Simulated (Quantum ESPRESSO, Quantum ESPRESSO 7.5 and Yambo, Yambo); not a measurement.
## Excitons of ZrSe2 (1T monolayer): kernels and approximations

Wanted: excitons and ε₂ of ZrSe2 (1T monolayer), with cost.

Method: PBE and many-body steps on it, plane waves, in Quantum ESPRESSO 7.5 and Yambo 5.3.0.

### 1. The structure

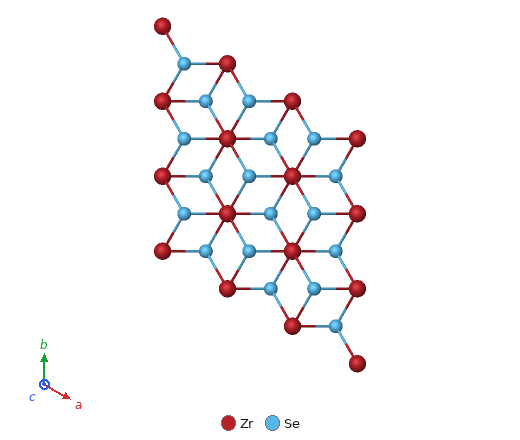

The starting structure, seen from above (zirconium red, selenium blue). 3×3×1 cells are drawn. Some periodic images of atoms are drawn too.

The cell holds 3 atoms: 1 Zr and 2 Se. Cell: a = 3.808 Å, b = 3.808 Å, c = 16.000 Å, α = 90.0°, β = 90.0°, γ = 120.0°. Vacuum lies along c.

The structure was relaxed with PBE. The runs that relaxed it are not among those shown.

### 2. Empty states on the mesh, 6×6×1 mesh, 124 bands

This step: Quantum ESPRESSO 7.5; DFT, PBE, plane waves, norm-conserving pseudopotentials.

The sums over transitions need many empty states on a uniform mesh; this step solves for them.

pw.in

```
&control
  calculation = 'nscf'
  prefix = 'x'
  outdir = 'o'
  pseudo_dir = 'pseudo'
/
&system
  ibrav = 0
  nat = 3
  ntyp = 2
  ecutwfc = 104.0
  nbnd = 124
  force_symmorphic = .true.
/
&electrons
  conv_thr = 1e-9
  electron_maxstep = 80
  diago_full_acc = .true.
  diago_thr_init = 5e-6
/
ATOMIC_SPECIES
  Zr 91.224 Zr.upf
  Se 78.971 Se.upf
CELL_PARAMETERS angstrom
  3.8082339048 -0.0000000002 0.0000000000
  -1.9041169522 3.2980273052 0.0000000000
  0.0000000000 0.0000000000 16.0000000000
ATOMIC_POSITIONS crystal
  Zr 0.0000000000 0.0000000000 0.5000000000
  Se 0.3333333333 0.6666666667 0.5985386119
  Se 0.6666666667 0.3333333333 0.4014613881
K_POINTS automatic
  6 6 1 0 0 0
```

Command:

```
> OMP_NUM_THREADS=1 mpirun -n 4 pw.x -nk 4 -in pw.in > pw.out
```

The log of the run:

```text
Program PWSCF v.7.5 starts

     This program is part of the open-source Quantum ESPRESSO suite
     for quantum simulation of materials; please cite
         "P. Giannozzi et al., J. Phys.:Condens. Matter 21 395502 (2009);
         "P. Giannozzi et al., J. Phys.:Condens. Matter 29 465901 (2017);
         "P. Giannozzi et al., J. Chem. Phys. 152 154105 (2020);
     in publications or presentations arising from this work. More details at

     Atomic positions and unit cell read from directory:
     o/x.save/

     Message from routine setup:
[...]
20.9462  20.9593  21.4858  21.6412  22.2243  22.4484  22.7003  22.8645
     [... 4 further rows ...]
    31.7018  32.4844  32.7698  32.8043  32.9897  33.6780  33.7129  33.7595
    34.0867  34.2083  34.3553  34.5402

          k =-0.0000-0.5774 0.0000 ( 24312 PWs)   bands (ev):

     [... further k-points ...]

     highest occupied, lowest unoccupied level (ev):     0.1713    0.7009

     XML data file, pseudopotentials, collected wavefunctions

=------------------------------------------------------------------------------=
   JOB DONE.
=------------------------------------------------------------------------------=
```

Elapsed: 56 s, on 4 MPI ranks of Arm Neoverse V1, shared host; peak memory 1.4 GiB; 3.8 min of CPU time.

Numbers from this step:

| Property | Result |
| --- | --- |
| gap | 0.5296 eV |
| k of the valence top | 0, 0, 0 |
| k of the conduction bottom | 0, -0.5, 0 |
| least direct gap | 1.129 eV |
| k points computed | 7 |
| lowest point of the top converged band, above the valence top | 34.33 eV |

On this mesh the gap is 0.530 eV.

The density comes from a self-consistent run that is not shown.

### 3. Conversion and set-up

This step: Yambo 5.3.0; conversion and set-up on PBE, plane waves, norm-conserving pseudopotentials.

The states are converted to the many-body program's format and the q mesh is built.

Command:

```
> (cd o/x.save; p2y > p2y.log; mv SAVE ../..); yambo > setup.log
```

The log of the run:

```text
 Yambo, version 5.3.0

 [02] CORE Variables Setup
 =========================

  [02.01] Unit cells
  ==================

  Cell kind             :  HCP
  Atoms in the cell     :  Zr  Se
  number of Zr atoms    :  1
  number of Se atoms    :  2

  List of atomic masses
  Mass of Zr    :  91.22400
  Mass of Se    :  78.97100

  List of atomic coordinates    : [cc]
  Zr1       :   0.00000   0.00000  15.11781  order 1
  Se1       : -0.10786E-09   4.1549       18.097      order 2
  Se2       :   3.59826   2.07746  12.13843  order 3

[...]
BZ  Q-points                                      :   36

 K/Q-points units:
 rlu = crystal or reduced units; cc = cartesian coordinates; iku = interal k-units

 Q [1]          [rlu]:  0.000000  0.000000  0.000000
 Q [2]          [rlu]:  0.19499E-16  0.16667       0.0000
 Q [3]          [rlu]:  0.38998E-16  0.33333       0.0000
 Q [4]          [rlu]: -0.58497E-16 -0.50000       0.0000
 Q [5]          [rlu]:  0.166667  0.166667  0.000000
 Q [6]          [rlu]:  0.166667  0.333333  0.000000
 Q [7]          [rlu]:  0.333333  0.333333  0.000000

  [03.01] X indexes
  =================

   [03.01.01] Sigma indexes
   ========================

 [06] Game Over & Game summary
```

Wall time 4 s (1 MPI rank); peak memory 0.27 GiB.

### 4. Screening and self-energy, 6×6×1 mesh, 124 bands, screening to 108.8 eV

G0W0 replaces the xc potential by the self-energy, built once from these orbitals. Only a window of levels is corrected, while the sums run over the empty bands that the input names.

This step: G0W0 on PBE, plane waves, norm-conserving pseudopotentials.

gw1.in

```
HF_and_locXC
gw0
dyson
ppa
em1d
rim_cut
rim_w
RandQpts= 3000000
RandGvec= 100 RL
CUTGeo= "slab z"
RandGvecW= 9 RL
EXXRLvcs= 104 Ry
VXCRLvcs= 416 Ry
Chimod= "HARTREE"
% BndsRnXp
 1 | 124 |
%
NGsBlkXp= 8 Ry
% LongDrXp
 1 | 1 | 0 |
%
% GbndRnge
 1 | 124 |
%
DysSolver= "n"
ExtendOut
PPAPntXp= 27.21138 eV
% QPkrange
 1 | 7 | 25 | 33 |
%
```

Command:

```
> OMP_NUM_THREADS=1 mpirun -n 4 yambo -F gw1.in -J gw1 -C gw1 > gw1.log
```

The log of the run:

```text
 Yambo, version 5.3.0

 [02] CORE Variables Setup
 =========================

  [... cell, symmetries and grids as in the set-up ...]

  [02.05] Energies & Occupations
  ==============================

  [X] === General ===
  [X] Electronic Temperature                        :  0.000000  0.000000 [eV K]
  [X] Bosonic    Temperature                        :  0.000000  0.000000 [eV K]
  [X] Finite Temperature mode                       : no
  [X] El. density                                   :  0.29857E+24 [cm-3]
[...]
Sx RL components                                 :  24321

  QP @ state[ 1 ] K range                          :   1   7
  QP @ state[ 1 ] b range                          :   25   33
  GF energies kind                                 : Perdew, Burke & Ernzerhof(X)+Perdew, Burke & Ernzerhof(C)
  GF WF`s kind                                     : Perdew, Burke & Ernzerhof(X)+Perdew, Burke & Ernzerhof(C)
  Xs energies kind                                 : Perdew, Burke & Ernzerhof(X)+Perdew, Burke & Ernzerhof(C)
  Xs WF`s kind                                     : Perdew, Burke & Ernzerhof(X)+Perdew, Burke & Ernzerhof(C)

 [14] Game Over & Game summary
```

Run time: 28 min. Hardware: 4 MPI ranks; peak memory 6 GiB; 1.9 h of CPU time.

Numbers from this step:

```
G0W0 gap on the mesh                         : 1.504 eV
starting gap on the mesh                     : 0.5296 eV
k of the valence top                         : 0, 0, 0
k of the conduction bottom                   : 0, -0.5, 0
least direct G0W0 gap on the computed points : 2.265 eV
```

The gap on the mesh goes from 0.53 eV to 1.50 eV, a correction of +0.97 eV.

The gap opens by 0.974 eV; the next steps shift the empty bands rigidly by 1.136 eV, the correction at the start's least direct gap.

### 5. Excitons

Light makes an electron and a hole together. The Bethe-Salpeter equation adds their screened attraction and their exchange, in a window of bands around the gap.

This step: Bethe-Salpeter equation on PBE with a scissors shift, plane waves, norm-conserving pseudopotentials.

bse2.in

```
optics
bss
bse
em1s
dipoles
rim_cut
rim_w
RandQpts= 3000000
RandGvec= 100 RL
CUTGeo= "slab z"
RandGvecW= 9 RL
Chimod= "HARTREE"
BSKmod= "SEX"
BSEmod= "resonant"
BSSmod= "d"
BSENGexx= 30 Ry
BSENGBlk= 6 Ry
% BSEQptR
 1 | 1 |
%
% BSEBands
 25 | 36 |
%
% BEnRange
 0 | 7 | eV
%
% BDmRange
 0.1 | 0.1 | eV
%
BEnSteps= 141
% BLongDir
 1 | 0 | 0 |
%
% BndsRnXs
 1 | 73 |
%
NGsBlkXs= 6 Ry
% LongDrXs
 1 | 1 | 0 |
%
% KfnQP_E
 1.136 | 1.0 | 1.0 |
%
WRbsWF
```

Command:

```
> OMP_NUM_THREADS=1 mpirun -n 4 yambo -F bse2.in -J bse2 -C bse2 > bse2.log
```

The log of the run:

```text
 Yambo, version 5.3.0

 [02] CORE Variables Setup
 =========================

  [... cell, symmetries and grids as in the set-up ...]

  [02.05] Energies & Occupations
  ==============================

  [X] === General ===
  [X] Electronic Temperature                        :  0.000000  0.000000 [eV K]
  [X] Bosonic    Temperature                        :  0.000000  0.000000 [eV K]
  [X] Finite Temperature mode                       : no
  [X] El. density                                   :  0.29857E+24 [cm-3]
  [X] Fermi Level                                   :  0.171315 [eV]

  [X] === Gaps and Widths ===
  [X] Conduction Band Min                           :  0.529602 [eV]
  [X] Valence Band Max                              :  0.000000 [eV]
  [X] Filled Bands                                  :  30
  [X] Empty Bands                                   :   31  124
  [X] Direct Gap                                    :  1.128933 [eV]
  [X] Direct Gap localized at k                     :  1
  [X] Indirect Gap                                  :  0.529602 [eV]
  [X] Indirect Gap between kpts                     :   1   4
  [X] Last valence band width                       :  1.924902 [eV]
  [X] 1st conduction band width                     :  1.311303 [eV]

 [03] Transferred momenta grid and indexing
 ==========================================

 [BZ sampling] Q-grid is User defined and/or read from the database

 IBZ Q-points                                      :   7
 BZ  Q-points                                      :   36

 K/Q-points units:
 rlu = crystal or reduced units; cc = cartesian coordinates; iku = interal k-units

 Q [1]          [rlu]:  0.000000  0.000000  0.000000
 Q [2]          [rlu]:  0.19499E-16  0.16667       0.0000
 Q [3]          [rlu]:  0.38998E-16  0.33333       0.0000
 Q [4]          [rlu]: -0.58497E-16 -0.50000       0.0000
 Q [5]          [rlu]:  0.166667  0.166667  0.000000
 Q [6]          [rlu]:  0.166667  0.333333  0.000000
 Q [7]          [rlu]:  0.333333  0.333333  0.000000

  [03.01] X + BSE indexes
  =======================

   [03.01.01] Sigma indexes
   ========================

 [04] Coloumb potential Random Integration (RIM)
 ===============================================

 Performing RIM of v_slab

  [04.01] RIM initialization
  ==========================

  * Diagonal components only detected *

  8 x (sBL volume)        :  0.040647 [a.u.]
  sBZ random points       :  3000000
  Points outside the sBZ  :  24000829
  RL volume               :  0.182913 [a.u.]
  Integrated volume       :  0.182907 [a.u.]

  [04.02] RIM integrals
  =====================

  Gamma point sphere radius             :  0.039453 [a.u.]
  Points outside the sphere             :  2398884
  [Int_sBZ(q=0) 1/q^2]*(Vol_sBZ)^(-1/3) =:  7.536989
                                 should be <:  7.795600

  Summary of Coulomb integrals for non-metallic bands |Q|[au] RIM/Bare

  Q [1] 0.100000E-4 0.966826 * Q [2] 0.168026 1.021076
  Q [5] 0.291029 1.031060 * Q [3] 0.336051 1.027376
  Q [6] 0.444554 1.018747 * Q [4] 0.504077 1.015072
  Q [7] 0.582058 1.011580
  Non-periodic chartesian directions : none
  Optical renormalization            :  30.23562 [au]
  Polarizability dimension           : length

 [05] Coloumb potential CutOffslab
 =================================

 Cut directionsZ
 Slab Cutoff:Z
 Symmetry test passed : yes

 [WARNING] [Xs] User bands 1-73 break level degeneracy

 [06] External/Internal QP corrections
 =====================================

 [QP_apply] Action to be applied: USER defined scissor

  [06.01]  QP corrections report
  ==============================

  [K+QP] === General ===
  [K+QP] Electronic Temperature                     :  0.000000  0.000000 [eV K]
  [K+QP] Bosonic    Temperature                     :  0.000000  0.000000 [eV K]
  [K+QP] Finite Temperature mode                    : no
  [K+QP] El. density                                :  0.29857E+24 [cm-3]
  [K+QP] Fermi Level                                :  0.000000 [eV]

[...]
[WARNING] [r,Vnl^pseudo] included in position and velocity dipoles.

  [WARNING] In case H contains other non local terms, these are neglected

 [08] Static Dielectric Matrix
 =============================

 [WR./bse2//ndb.em1s]------------------------------------------------------------
  Brillouin Zone Q/K grids (IBZ/BZ)                :    7   36    7   36
  RL vectors                                       :  28483 [WF]
  Coulomb cutoff potential                         : slab z
  Electronic Temperature                           :  0.000000 [K]
  Bosonic    Temperature                           :  0.000000 [K]
  Static diel. fun.  energies                      : Perdew, Burke & Ernzerhof(X)+Perdew, Burke & Ernzerhof(C)
  wavefunctions                                    : Perdew, Burke & Ernzerhof(X)+Perdew, Burke & Ernzerhof(C)
  Global Gauge                                     : length
  X matrix size                                    :   341
  X band range                                     :    1   73
  X e/h energy range                               : -1.000000 -1.000000 [eV]
  X Time ordering                                  : T
  X Hxc Kernel                                     : HARTREE
  X Drude frequency                                :  0.000000  0.000000
  X poles                                          :  100.0000 [o/o]
  RL vectors in the sum                            :  28483
  [r,Vnl] included                                 : yes
  Field direction                                  :  0.707107E-5  0.707107E-5   0.00000
  BZ energy Double Grid                            : no
  BZ energy DbGd points                            : 0
  BZ Q point size factor                           : -1.000000
  X Optical Averaged directions                    : none

 [09] Bethe Salpeter Equation driver
 ===================================

 [WARNING] Coulomb cutoff at q=0. Default/Suggested Lkind= bar

  [09.01] Bethe Salpeter Equation @q1
  ===================================

   [09.01.01] Transition pre-analysis @q1
   ======================================

   [09.01.02] Transition Groups build-up @q1
   =========================================

   [BSK] Transition groups (total):  14
   [BSK] Size (resonant):  1296
   [BSK]         (total):  1296
   [BSK] N. of matrices :  1

   [09.01.03] Loading Dipoles @q1
   ==============================

   [09.01.04] Independent Particles properties @q1
   ===============================================

   Optical renormalization       :  30.23562 [a.u.]
   Polarizability dimension      : length

   ==========================================================

   [BSE] Exchange components :   3785
   [BSE] Correlation components :   341  1527

    [09.01.05.01] RIM-W interpolation
    =================================

    [WARNING] RIM-W works only for 2D semiconductors with slab cutoff
    Found compatible q grid: 2D
    q_min[ 1 ]:  0.16667      0.18395E-11   0.0000     [rlu]
     0.166667  0.083333  0.000000 [iku]
    q_min[ 2 ]:  0.31271E-11  0.16667       0.0000     [rlu]
     0.13234E-10  0.16667       0.0000     [iku]
    G-vectors :   9
    G-vectors loaded:   63
    Number of interpolated frequencies:  1

    Evaluating coefficients q = 0

    [09.01.05.02] RIM-W integrals
    =============================

    8 x (sBL volume)        :  0.040647 [a.u.]
    sBZ random points       :  3000000
    Points outside the sBZ  :  24000829
    RL volume               :  0.182913 [a.u.]
    Integrated volume       :  0.182907 [a.u.]

    [09.01.05.03] RIM integrals
    ===========================

    Comparison between head Wc = W - v averages: < Wc > [au] RIM-W/RIM

     < -Wc [Q = 1] > 0.394573E-1 0.763956E-4 * < -Wc [Q = 2] > 0.005146 0.004970
     < -Wc [Q = 3] > 0.937581E-3 0.918925E-3 * < -Wc [Q = 4] > 0.320056E-3 0.316792E-3
     < -Wc [Q = 5] > 0.001364 0.001332 * < -Wc [Q = 6] > 0.451251E-3 0.446167E-3
     < -Wc [Q = 7] > 0.215771E-3 0.214358E-3

    Comparison between head Wc = W - v averages: < Wc > [au] RIM-W/RIM

     < -Wc [G = 1,G`=0] > 0.394573E-1 0.763956E-4 * < -Wc [G = 2,G`=0] >-0.002047 0.000000
     < -Wc [G = 3,G`=0] >-0.002047 0.000000 * < -Wc [G = 4,G`=0] > 0.128840E-4  0.00000
     < -Wc [G = 5,G`=0] > 0.128654E-4  0.00000 * < -Wc [G = 6,G`=0] > 0.138845E-3  0.00000
     < -Wc [G = 7,G`=0] > 0.138881E-3  0.00000 * < -Wc [G = 8,G`=0] >-0.292667E-4  0.00000
     < -Wc [G = 9,G`=0] >-0.292728E-4  0.00000

    [09.01.05.04] Screened interaction header I/O
    =============================================

    [09.01.05.05] Main kernel loop
    ==============================

    [09.01.05.06] Wave-Function Phases
    ==================================

    [BSE] WF phases found       :  73.80952 [o/o]

   [09.01.06] BSE solver(s) @q1
   ============================

   [09.01.07] Diago Solver @q1
   ===========================

 [12] Game Over & Game summary
```

Wall time 2.7 min (4 MPI ranks); peak memory 2.3 GiB; 11 min of CPU time.

This step gave:

```yaml
transitions_in_the_window: 1296
direct_gap_of_the_transition_levels: 2.265 eV
lowest_state: 1.560 eV
first_strong_exciton_over_a_fiftieth_of_the_strongest_listed: 1.575 eV
binding_of_the_lowest_state_below_the_direct_gap: 0.7052 eV
```

The lowest state lies at 1.560 eV, 0.705 eV under the direct gap.

Lines within 3 meV are set at the lowest of them, and the highest group, which the list may cut short, is left out; lines within 3 meV are set at the lowest of them, and the highest group, which the list may cut short, is left out. Lines of the exciton spectrum (strongest = 100):

```
position (eV)  lines merged  strength, relative
        1.560             1                 0.0
        1.575             2                  67
        1.579             1                 0.0
        1.985             1                 0.0
        1.993             2                 100
        2.115             2                 0.0
        2.138             2                  53
        2.154             1                 0.0
        2.169             1                 0.0
        2.177             5                 0.0
```

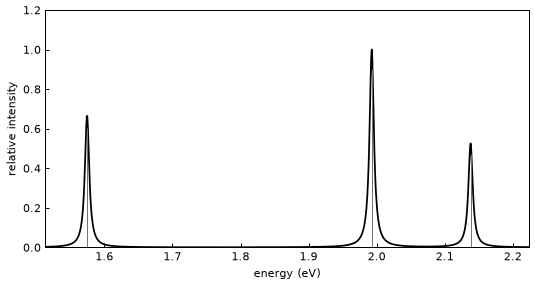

The exciton spectrum, broadened with Lorentzians of width 0.0077 eV; bars mark the lines.

The Im polarisability of the sheet has structure finer than the step of the table below, so its rows give means over 0.25 eV, whole bins alone (the curve runs from 0 to 7 eV). Peaks (eV: height): BSE 1.600: 35.2, 2.000: 61.2, 4.650: 23.5; no electron-hole interaction 2.250: 27.7, 2.900: 72.5, 5.400: 16.1.

Sheet polarisability (bohr); field along x; broadening 0.1 eV; transition window only. Limits: finite bands, cutoff and mesh; no spin-orbit coupling; exciton not shown settled in the k mesh. Im polarisability of the sheet against photon energy; means over each step:

```
photon energy (eV)    BSE  no electron-hole interaction
              0.25  0.495                         0.227
              0.50  0.691                         0.279
              0.75   1.05                         0.353
              1.00   1.86                         0.465
              1.25   4.76                         0.648
              1.50   23.3                         0.991
              1.75   22.1                          1.80
              2.00   49.7                          5.29
              2.25   27.9                          20.6
              2.50   6.52                          14.2
              2.75   3.23                          43.0
              3.00   3.19                          39.2
              3.25   2.67                          7.54
              3.50   2.51                          3.40
              3.75   5.90                          3.59
              4.00   9.59                          2.68
              4.25   7.91                          2.66
              4.50   11.2                          5.03
              4.75   17.0                          7.34
              5.00   9.51                          6.80
              5.25   7.84                          8.86
              5.50   8.38                          13.4
              5.75   10.2                          8.43
              6.00   6.17                          8.35
              6.25   3.75                          9.48
              6.50   3.36                          11.5
              6.75   3.40                          8.85
```

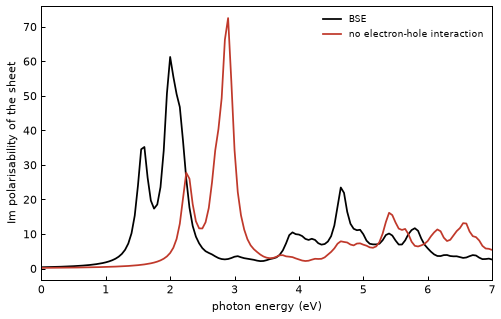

Im polarisability of the sheet against photon energy.

(Continued in part 2 of 4.)

[Paths, hosts, dates, memory and timing lines, banners, echoed tables and standing remarks are left out of the program output.]

[Logs are printed without paths, hosts, clocks, repeated set-up lines and the standing remarks that a program may print on its own settings, such as how far it seeks lower states.]

[Runs of the session that timed out or met a known fault of the program may be left out.]

[Hosts, paths, dates, database ids (printed as entryN), source tags and the programs' standing remarks are cut or masked in the printed files.]
